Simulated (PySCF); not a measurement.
# C6H4F2: NMR shifts, spin-spin couplings and core binding energies in gas and solvents, part 3 of 3

PySCF 2.14.0. Atoms count from 0.

## (11) J couplings: B97-2/pcJ-2

Job settings and geometry (Å):

```
{"job": {"kind": "j", "xc": "B97-2", "basis": "pcJ-2", "full": false}, "charge": 0, "multiplicity": 1}
F     -2.016235    -0.111514     1.790330
C     -1.015055    -0.057588     0.902218
C     -0.270468    -1.196003     0.662018
C      0.766066    -1.139391    -0.257202
C      1.021158     0.053852    -0.904682
F      2.022712     0.106472    -1.792453
C      0.277067     1.192731    -0.665469
C     -0.758832     1.135177     0.254388
H     -0.503773    -2.111361     1.190707
H      1.373468    -2.008776    -0.474357
H      0.509794     2.107959    -1.194766
H     -1.366180     2.004597     0.471360
```

With the program's defaults for keys left out, this is: B97-2/pcJ-2 indirect spin-spin coupling, non-relativistic, gas phase.

What it wrote:

```text
coarse grid: 11168 points
cycle   1  E = -430.7053357881  dE =  1.429e+00  |g| = 6.660e-01  |ddm| = 2.664e+00
cycle   2  E = -430.6585942571  dE =  4.674e-02  |g| = 8.941e-01  |ddm| = 7.769e-01
cycle   3  E = -430.7745437464  dE = -1.159e-01  |g| = 9.850e-02  |ddm| = 4.584e-01
cycle   4  E = -430.7760915723  dE = -1.548e-03  |g| = 4.189e-02  |ddm| = 6.838e-02
cycle   5  E = -430.7764644515  dE = -3.729e-04  |g| = 8.776e-03  |ddm| = 2.562e-02
cycle   6  E = -430.7764789743  dE = -1.452e-05  |g| = 3.260e-03  |ddm| = 7.108e-03
cycle   7  E = -430.7764811698  dE = -2.195e-06  |g| = 1.726e-04  |ddm| = 1.975e-03
final grid: 111944 points
cycle   8  E = -430.7648133028  dE = -2.323e-04  |g| = 8.565e-03  |ddm| = 5.895e-02
cycle   9  E = -430.7648069407  dE =  6.362e-06  |g| = 1.048e-02  |ddm| = 9.230e-03
cycle  10  E = -430.7648211385  dE = -1.420e-05  |g| = 1.451e-03  |ddm| = 5.534e-03
cycle  11  E = -430.7648214331  dE = -2.946e-07  |g| = 5.908e-04  |ddm| = 1.048e-03
cycle  12  E = -430.7648215181  dE = -8.503e-08  |g| = 3.224e-05  |ddm| = 3.487e-04
cycle  13  E = -430.7648215183  dE = -1.661e-10  |g| = 9.275e-06  |ddm| = 1.889e-05
converged SCF energy = -430.7648215183

Indirect spin-spin couplings (Hz)
  i      j    bonds     total        FC       PSO       DSO        SD
  0 F    1 C    1   -298.178  -298.547    -6.114     0.872     5.611
  0 F    2 C    2     20.095    31.435   -15.121    -0.134     3.915
  0 F    3 C    3      6.164     8.337     0.026    -0.338    -1.861
  0 F    4 C    4      3.984     0.488    -1.585    -0.241     5.322
  0 F    5 F    5     21.278     7.128    -1.060    -1.103    16.312
  0 F    6 C    3      6.191     8.357     0.030    -0.338    -1.857
  0 F    7 C    2     20.223    31.546   -15.107    -0.134     3.918
  0 F    8 H    3      7.586    10.841    -2.286    -0.095    -0.874
  0 F    9 H    4      3.444     3.760     1.218    -1.389    -0.145
  0 F   10 H    4      3.419     3.734     1.219    -1.389    -0.145
  0 F   11 H    3      7.664    10.919    -2.287    -0.093    -0.874
  1 C    2 C    1     70.331    76.557    -6.551     0.324         -
  1 C    3 C    2      1.548     1.576    -0.069     0.040         -
  1 C    4 C    3      9.471     8.825     0.567     0.080         -
  1 C    5 F    4      3.973     0.479    -1.590    -0.241     5.324
  1 C    6 C    2      1.557     1.586    -0.069     0.040         -
  1 C    7 C    1     70.413    76.642    -6.553     0.324         -
  1 C    8 H    2     -5.546    -4.434    -0.947    -0.165         -
  1 C    9 H    3     10.564    10.618     0.345    -0.398         -
  1 C   10 H    3     10.545    10.599     0.345    -0.398         -
  1 C   11 H    2     -5.548    -4.436    -0.948    -0.165         -
  2 C    3 C    1     57.895    64.303    -6.664     0.257         -
  2 C    4 C    2      1.532     1.560    -0.069     0.040         -
  2 C    5 F    3      6.283     8.427     0.049    -0.338    -1.855
  2 C    6 C    3      3.143     3.192    -0.055     0.006         -
  2 C    7 C    2      6.993     6.917     0.083    -0.007         -
  2 C    8 H    1    154.010   152.821     0.226     0.963         -
  2 C    9 H    2     -0.298     0.833    -0.837    -0.294         -
  2 C   10 H    4     -1.367    -1.318     0.382    -0.430         -
  2 C   11 H    3      5.241     5.255     0.497    -0.511         -
  3 C    4 C    1     70.340    76.570    -6.554     0.324         -
  3 C    5 F    2     20.417    31.732   -15.097    -0.133     3.914
  3 C    6 C    2      6.999     6.925     0.082    -0.007         -
  3 C    7 C    3      3.157     3.204    -0.054     0.007         -
  3 C    8 H    2     -0.321     0.809    -0.836    -0.294         -
  3 C    9 H    1    154.304   153.116     0.224     0.964         -
  3 C   10 H    3      5.244     5.258     0.496    -0.511         -
  3 C   11 H    4     -1.364    -1.315     0.382    -0.430         -
  4 C    5 F    1   -297.999  -298.368    -6.131     0.872     5.628
  4 C    6 C    1     70.336    76.561    -6.549     0.324         -
  4 C    7 C    2      1.529     1.557    -0.068     0.040         -
  4 C    8 H    3     10.544    10.598     0.345    -0.398         -
  4 C    9 H    2     -5.507    -4.394    -0.947    -0.165         -
  4 C   10 H    2     -5.509    -4.397    -0.946    -0.166         -
  4 C   11 H    3     10.573    10.626     0.345    -0.398         -
  5 F    6 C    2     20.013    31.363   -15.136    -0.134     3.920
  5 F    7 C    3      6.188     8.360     0.028    -0.338    -1.861
  5 F    8 H    4      3.441     3.752     1.224    -1.389    -0.146
  5 F    9 H    3      7.694    10.954    -2.293    -0.091    -0.876
  5 F   10 H    3      7.531    10.789    -2.288    -0.098    -0.872
  5 F   11 H    4      3.462     3.779     1.219    -1.390    -0.145
  6 C    7 C    1     57.931    64.335    -6.661     0.257         -
  6 C    8 H    4     -1.363    -1.314     0.382    -0.430         -
  6 C    9 H    3      5.228     5.242     0.497    -0.511         -
  6 C   10 H    1    154.356   153.168     0.225     0.963         -
  6 C   11 H    2     -0.334     0.796    -0.836    -0.293         -
  7 C    8 H    3      5.239     5.253     0.496    -0.511         -
  7 C    9 H    4     -1.365    -1.317     0.382    -0.430         -
  7 C   10 H    2     -0.288     0.842    -0.836    -0.295         -
  7 C   11 H    1    153.910   152.719     0.227     0.964         -
  8 H    9 H    3      9.441     9.580     0.228    -0.367         -
  8 H   10 H    5      0.270     0.306     1.833    -1.870         -
  8 H   11 H    4      3.000     3.022     1.990    -2.012         -
  9 H   10 H    4      2.990     3.012     1.989    -2.011         -
  9 H   11 H    5      0.267     0.303     1.834    -1.871         -
 10 H   11 H    3      9.449     9.588     0.228    -0.367         -
```

Run time: 2 min. Hardware: 2 threads of AMD EPYC 7R43, shared host; peak memory 2.5 GiB.

This run: J(F0,C1) -298.1 Hz, J(C2,H8) 154.1 Hz, J(C1,C2) 70.4 Hz (means over like pairs).

## (12) Core-electron binding energies: SCAN, X2C

The job, as its differences from that of step 11:

```diff
@@ -1,2 +1,2 @@
-{"job": {"kind": "j", "xc": "B97-2", "basis": "pcJ-2", "full": false}, "charge": 0, "multiplicity": 1}
+{"job": {"kind": "xps", "basis": "pcX-3", "basis_other": "pcseg-2"}, "charge": 0, "multiplicity": 1}
 F     -2.016235    -0.111514     1.790330
```

With the program's defaults for keys left out, this is: delta-SCF UKS SCAN, pcX-3 on the ionised atom, pcseg-2 elsewhere, spin-free X2C.

What it wrote:

```text
ground state, core basis on atom 0 (F), 350 functions
  cycle   1  E = -430.91940236  |g| = 7.19e-01
  cycle   2  E = -430.84560963  |g| = 1.02e+00
  cycle   3  E = -431.00375821  |g| = 1.50e-01
  cycle   4  E = -431.00730277  |g| = 5.77e-02
  cycle   5  E = -431.00800002  |g| = 1.47e-02
  cycle   6  E = -431.00803720  |g| = 7.46e-03
  cycle   7  E = -431.00804860  |g| = 1.33e-03
  cycle   8  E = -431.00804936  |g| = 1.48e-03
  cycle   9  E = -431.00804865  |g| = 9.82e-05
  E(ground) = -431.00956553 Eh
hole in F 1s of atom 0
  cycle   1  E = -404.63361965  |g| = 2.58e+00
  cycle   2  E = -402.58985529  |g| = 2.73e+00
  cycle   3  E = -403.85577541  |g| = 1.66e+00
  cycle   4  E = -405.41722548  |g| = 5.02e-01
  cycle   5  E = -405.47834415  |g| = 3.35e-01
  cycle   6  E = -405.53220405  |g| = 9.69e-02
  cycle   7  E = -405.53487612  |g| = 2.98e-02
  cycle   8  E = -405.53517564  |g| = 9.84e-03
  cycle   9  E = -405.53521633  |g| = 2.65e-03
  cycle  10  E = -405.53521936  |g| = 1.16e-03
  cycle  11  E = -405.53522129  |g| = 6.23e-04
  cycle  12  E = -405.53522274  |g| = 5.58e-04
  cycle  13  E = -405.53522338  |g| = 4.52e-04
  E(ion) = -405.54339281 Eh   <S^2> = 0.7572   hole on atom = 1.000   binding energy = 692.970 eV
ground state, core basis on atom 1 (C), 350 functions
  cycle   1  E = -431.00433214  |g| = 1.08e-01
  cycle   2  E = -431.00397906  |g| = 4.44e-02
  cycle   3  E = -431.00336778  |g| = 6.41e-02
  cycle   4  E = -431.00444264  |g| = 1.11e-02
  cycle   5  E = -431.00447738  |g| = 6.31e-04
  cycle   6  E = -431.00447570  |g| = 2.55e-04
  E(ground) = -431.00590157 Eh
hole in C 1s of atom 1
  cycle   1  E = -419.66540903  |g| = 1.52e+00
  cycle   2  E = -413.70715671  |g| = 3.42e+00
  cycle   3  E = -419.14454460  |g| = 1.59e+00
  cycle   4  E = -420.17107600  |g| = 4.87e-01
  cycle   5  E = -420.18751025  |g| = 4.37e-01
  cycle   6  E = -420.24225632  |g| = 9.74e-02
  cycle   7  E = -420.24549521  |g| = 3.08e-02
  cycle   8  E = -420.24586989  |g| = 1.52e-02
  cycle   9  E = -420.24601484  |g| = 6.61e-03
  cycle  10  E = -420.24607411  |g| = 4.51e-03
  cycle  11  E = -420.24614097  |g| = 3.41e-03
  cycle  12  E = -420.24618459  |g| = 2.56e-03
  cycle  13  E = -420.24621160  |g| = 1.70e-03
  cycle  14  E = -420.24622170  |g| = 1.11e-03
  cycle  15  E = -420.24622333  |g| = 6.83e-04
  cycle  16  E = -420.24622523  |g| = 3.22e-04
  E(ion) = -420.24817068 Eh   <S^2> = 0.8078   hole on atom = 1.000   binding energy = 292.733 eV
ground state, core basis on atom 2 (C), 350 functions
  cycle   1  E = -431.00355606  |g| = 1.13e-01
  cycle   2  E = -431.00272252  |g| = 7.10e-02
  cycle   3  E = -431.00289483  |g| = 6.34e-02
  cycle   4  E = -431.00387241  |g| = 1.76e-02
  cycle   5  E = -431.00396097  |g| = 1.14e-03
  cycle   6  E = -431.00396005  |g| = 5.13e-04
  cycle   7  E = -431.00396194  |g| = 1.77e-04
  E(ground) = -431.00545892 Eh
hole in C 1s of atom 2
  cycle   1  E = -419.73391635  |g| = 1.52e+00
  cycle   2  E = -418.58779774  |g| = 2.07e+00
  cycle   3  E = -420.10604376  |g| = 6.37e-01
  cycle   4  E = -420.21576097  |g| = 4.29e-01
  cycle   5  E = -420.31106044  |g| = 1.21e-01
  cycle   6  E = -420.31621712  |g| = 6.12e-02
  cycle   7  E = -420.31775394  |g| = 1.98e-02
  cycle   8  E = -420.31794417  |g| = 1.20e-02
  cycle   9  E = -420.31804692  |g| = 6.02e-03
  cycle  10  E = -420.31809267  |g| = 4.25e-03
  cycle  11  E = -420.31813864  |g| = 3.07e-03
  cycle  12  E = -420.31817403  |g| = 2.37e-03
  cycle  13  E = -420.31819220  |g| = 1.22e-03
  cycle  14  E = -420.31819618  |g| = 6.13e-04
  cycle  15  E = -420.31819662  |g| = 6.08e-04
  cycle  16  E = -420.31819691  |g| = 1.49e-04
  E(ion) = -420.32014175 Eh   <S^2> = 0.7972   hole on atom = 1.000   binding energy = 290.762 eV
```

Wall time 74 s (2 threads of AMD EPYC 7R43, shared host); peak memory 2 GiB.

Binding energies by hole, beside the orbital energy of the ground state; the difference holds orbital relaxation and, for a density functional, its self-interaction error:

| hole | stands for | environment | ΔSCF (eV) | −ε (eV) | ⟨S²⟩ | measured (eV) |
| --- | --- | --- | --- | --- | --- | --- |
| F1s on F0 | F0, F5 | aryl fluorine | 692.97 | 667.3 | 0.757 | – |
| C1s on C1 | C1, C4 | aromatic carbon bearing fluorine | 292.73 | 276.2 | 0.808 | 292.95 |
| C1s on C2 | C2, C3, C6, C7 | aromatic CH | 290.76 | 274.3 | 0.797 | 290.99 |

Measured: gas; Chong, Molecules 2021, 26, 1947 (electron spectra of vapor-phase indole and four azaindoles).

Each hole run stands for the others of its class of like atoms.

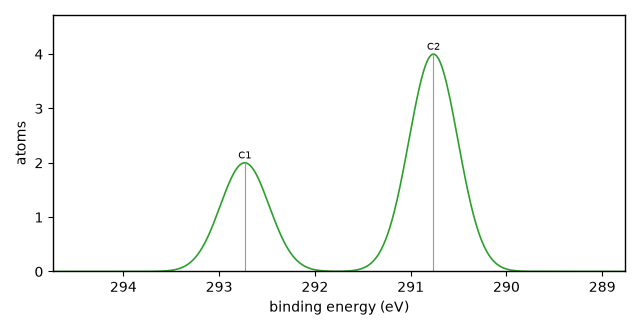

The C1s photoelectron lines, weighted by the number of atoms. Lines are broadened to a width of 0.60 eV (Gaussian).

## (13) Run by run: NMR shifts

Shifts (ppm), means over like atoms, with basis size and wall time (the measured row can stand on another reference than the computed rows):

| run | C1 | C2 | H8 | F0 | functions | time |
| --- | --- | --- | --- | --- | --- | --- |
| PBE0/pcSseg-2 | 171.5 | 125.3 | 7.28 | -124.2 | 344 | 53 s |
| KT3/pcSseg-2 | 161.4 | 114.0 | 7.00 | -139.1 | 344 | 62 s |
| wB97X-D/pcSseg-2 | 173.1 | 127.2 | 7.31 | -120.3 | 344 | 53 s |
| B97-2/pcSseg-2 | 168.6 | 122.7 | 7.22 | -123.7 | 344 | 46 s |
| WP04/pcSseg-2 in chloroform | 174.2 | 126.9 | 7.24 | -126.8 | 344 | 45 s |
| wB97X-D/pcSseg-2 in chloroform | 173.9 | 128.4 | 7.51 | -123.0 | 344 | 55 s |
| measured | – | – | – | -120.1 | – | – |

Measured: G. Saielli, R. Bini, A. Bagno, Computational 19F NMR. 2. Organic compounds, RSC Adv. 2014, ESI (exp. from Berger-Braun-Kalinowski 1994 and Everett 1995).

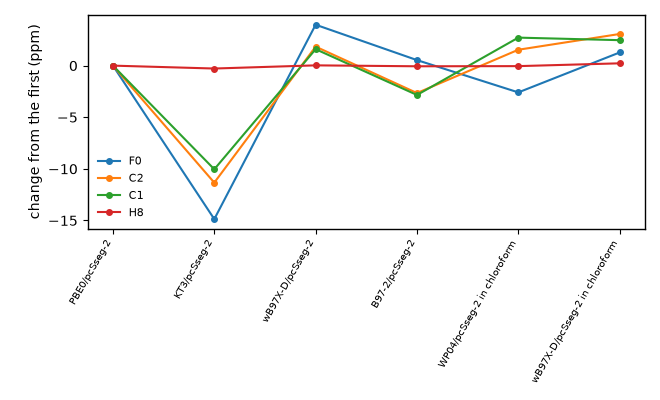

How the tabulated atoms move from run to run.

## (14) Comparing the runs: spin-spin couplings

Couplings (Hz), each a mean over the pairs like the one named, with basis size and wall time:

| run | F0–C1 | C2–H8 | C1–C2 | C2–C3 | F0–C2 | C1–H9 | H8–H9 | functions | time |
| --- | --- | --- | --- | --- | --- | --- | --- | --- | --- |
| B3LYP/pcJ-2 | -308.2 | 169.7 | 74.2 | 61.3 | 22.9 | 11.2 | 10.7 | 504 | 1.8 min |
| PBE0/pcJ-2 | -303.6 | 160.5 | 71.9 | 58.8 | 24.1 | 11.4 | 10.4 | 504 | 1.7 min |
| B97-2/pcJ-2 | -298.1 | 154.1 | 70.4 | 57.9 | 20.2 | 10.6 | 9.4 | 504 | 2 min |
| measured size | 242.0 | – | – | – | 24.3 | – | – | – | – |

Measured: liquid or solution; F. J. Weigert, PhD thesis, Caltech 1968 (Carbon-13 magnetic resonance spectroscopy).

## (15) What came out

This closing draws on all 3 parts.

```
                                                                 quantity                     value
                                                              point group                       D2h
                                     rotational constants (main isotopes)      5.71, 1.44, 1.15 GHz
  13C shifts against TMS (PBE0/pcSseg-2, means over atoms taken as alike)          171.5, 125.3 ppm
   1H shifts against TMS (PBE0/pcSseg-2, means over atoms taken as alike)                  7.28 ppm
19F shifts against CFCl3 (PBE0/pcSseg-2, means over atoms taken as alike)                -124.2 ppm
                                 measured, and computed on the same scale   F0 δ -120.1, -124.2 ppm
                                    surface potential, least and greatest        -0.63 V and 1.27 V
                              largest coupling of the table (B3LYP/pcJ-2)  1J(F,C) F0–C1, -308.2 Hz
                                         C1s binding energies, SCAN/pcX-3   C1 292.73, C2 290.76 eV
                                         F1s binding energies, SCAN/pcX-3              F0 692.97 eV
                         range of the shift of F0 (wB97X-D/pcSseg-2 runs)      -123.0 to -120.3 ppm
                                  range of J(F0,C1), mean over like pairs       -308.2 to -298.1 Hz
```

Relaxing lowered the energy by 0.099 eV in 8 steps; the close pair that moved most is C2–C3, from 1.437 to 1.387 Å. At PBE0/pcSseg-2: The widest tensor belongs to C2, C3, C6, C7: span 193 ppm, with a paramagnetic part of -194 ppm. The one measured 19F shift is missed by -4.1 ppm (computed less measured, unscaled). Vibration, temperature and solvent are missing from the calculation, and it holds one conformer, so part of the miss against the measured shifts is not the functional's. In the run at B3LYP/pcJ-2, the largest coupling of the table is F0–C1 (mean over like pairs), -308.2 Hz, of which the Fermi-contact term gives -309.2 Hz. Density functionals describe couplings to fluorine poorly, F–F couplings above all, so those rows are rough. The 4 measured couplings differ from the computed sizes by 17.6 Hz on average; vibrational averaging and surroundings are not included. C1 (aromatic carbon bearing fluorine) binds its C1s electron 1.97 eV more tightly than C2 (aromatic CH). At one level, wB97X-D/pcSseg-2: Across the 2 runs the shift of F0 (with its like atoms) moves most, between -123.0 (wB97X-D/pcSseg-2 in chloroform) and -120.3 ppm (wB97X-D/pcSseg-2). The coupling F0–C1, as a mean over pairs of its kind, runs from -308.2 Hz (B3LYP/pcJ-2) to -298.1 Hz (B97-2/pcJ-2).
